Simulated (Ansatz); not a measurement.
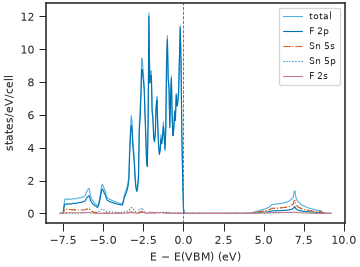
Figure. Total and projected density of states of SnF$_{4}$ in space group I4/mmm (No. 139; Sn on 2a, F on 4e, F on 4c), the program Ansatz at the r²SCAN+D4 level (PAW)

Q: Which orbitals carry the states next to the gap?

A: Top 1 eV of the valence band: F 2p 99 %. Bottom 1 eV of the conduction band: Sn 5s 58 %, F 2p 26 %, F 2s 10 %, Sn 5p 5 %. Projections are on Löwdin-orthogonalised atomic valence shells; empty p or d shells of many metals are not among them.

Q: Where is the tallest occupied peak in this window, and what makes it?

A: Near -2.1 eV, about 12 states/eV per cell; the largest projected share is F 2p.

The first step of the workflow began from a Materials Project structure, measured or hypothetical; the Crystallography Open Database files this formula in space group No. 139, but the cells were not matched. Its standing as an ambient phase is unchecked. Symmetry was held in the r²SCAN+D4 relaxation; whether a distortion lowers the energy is not shown. Spin–orbit coupling is left out wherever it is not named.

Potentials: the later of the program's two PAW sets.
